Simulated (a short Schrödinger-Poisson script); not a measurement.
Stack: MOS inversion layer, SiO2 on p-type Ge(100), at 300 K.

```csv
layer,material,thickness (nm),Na (cm⁻³)
1,SiO2,1,-
2,Ge,380,1.2e18
```

The device is made up for the run: typed textbook-type constants, with dimensions and the other settings drawn at random. SiO2: permittivity 3.9, conduction-band edge (eV) 3.1, gap (eV) 9, electron mass (mₑ) 0.5. Ge: permittivity 16, conduction-band edge (eV) 0, gap (eV) 0.664, Nv at 300 K (cm⁻³) 6e18.

Channel valleys (confinement mass, in-plane density-of-states mass, number): L4 0.12, 0.295, 4. At the gate the conduction-band edge of layer 1 lies 3.02 eV − eVg above the Fermi level of the channel; the field vanishes at the back. Gaps are held at their typed values at every temperature. Mesh 0.03 nm at interfaces.

Solved with a short Schrödinger-Poisson script written for these runs: 1D Poisson equation in equilibrium, electrons quantum, Hartree (BenDaniel-Duke, 12 states a valley, the channel's in-plane mass for all, wave functions ending at the dielectric), parabolic valleys, classical holes, full ionisation, no traps, pinning or gate leakage.

Only gate voltages with over 1e8 electrons/cm² are shown.

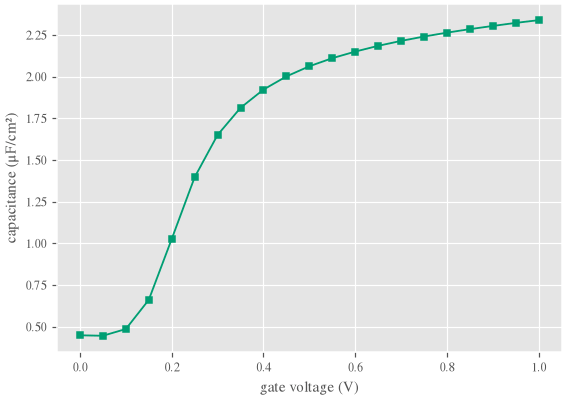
Figure. Quasi-static capacitance against gate voltage

```tsv
Vg (V)	electrons (cm⁻²)	C (μF/cm²)	L4 E0 (meV)	L4 E1 (meV)
0	9.79e8	0.448	245.2	360.5
0.05	4.31e9	0.445	206.8	326.4
0.1	1.89e10	0.486	168.6	292.2
0.15	7.63e10	0.661	132.4	259.7
0.2	2.44e11	1.03	102.1	232.9
0.25	5.65e11	1.40	80.1	214.2
0.3	1.01e12	1.65	64.7	201.8
0.35	1.53e12	1.81	53.4	193.4
0.4	2.10e12	1.92	44.6	187.4
0.45	2.70e12	2.00	37.4	183.0
0.5	3.33e12	2.06	31.4	179.6
0.55	3.98e12	2.11	26.1	176.9
0.6	4.64e12	2.15	21.4	174.7
0.65	5.32e12	2.18	17.1	173.0
0.7	6.00e12	2.21	13.2	171.5
0.75	6.70e12	2.24	9.6	170.3
0.8	7.40e12	2.26	6.3	169.3
0.85	8.11e12	2.28	3.1	168.5
0.9	8.83e12	2.30	0.1	167.7
0.95	9.55e12	2.32	-2.8	167.1
1	1.03e13	2.34	-5.5	166.6
```

Subbands count from the Fermi level.

Only the L valleys are kept; under strong confinement the Δ valleys of Ge fill too.
